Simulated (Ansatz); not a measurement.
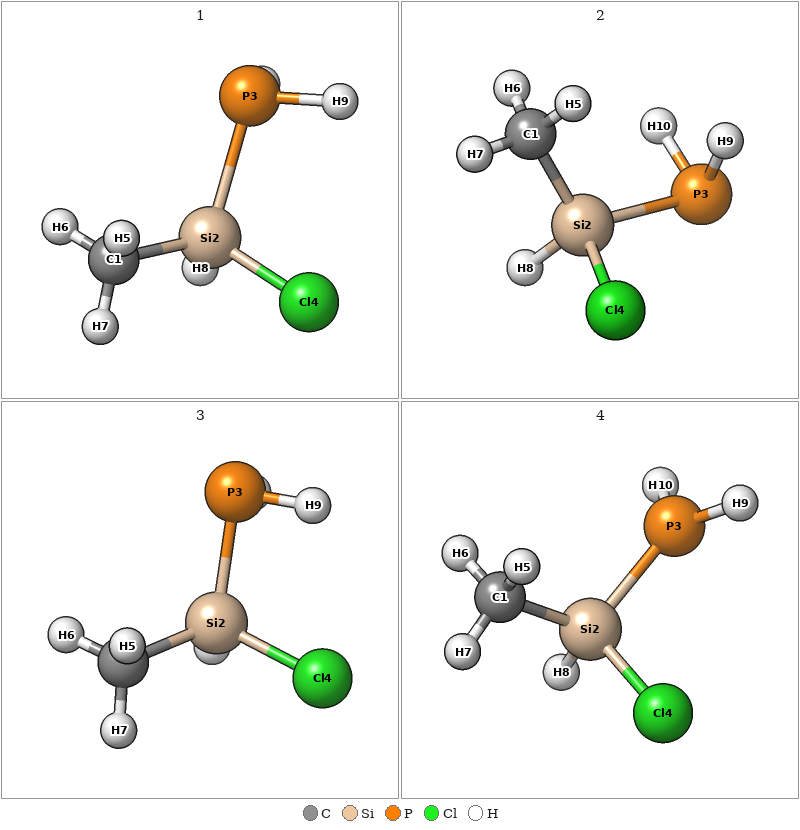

CH₆ClPSi, SMILES C[SiH](P)Cl. First axis: umbrella angle at P3 (between each of its bonds and their common axis; 90 is planar). Second axis: change of the bonds P3–Si2, P3–H9, P3–H10, all alike. Nothing is relaxed (all other coordinates rigid). The scan uses an 11 × 11 grid. Points are written as (first, second). All energies are given in kJ/mol relative to the lowest grid point. The calculation used Ansatz 0.2.0, RKS B3LYP-D4/def2-SVP.

The numbered pictures are structures from this grid.

Which is the most stable, and how do the others follow?

2, at (126°, 0.003 Å): 0 kJ/mol; 1, at (63°, 0.099 Å): 37 kJ/mol; 3, at (54°, −0.140 Å): 72 kJ/mol; 4, at (90°, −0.045 Å): 108 kJ/mol.

The map, with the structures marked:

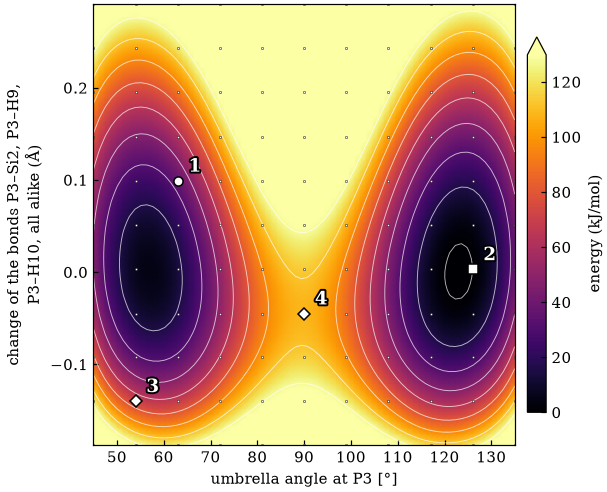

In the figure: a smooth colour map with a few white contour lines, dots at the grid points, one colour for all values above the top of the scale. Between grid points the surface is interpolated.
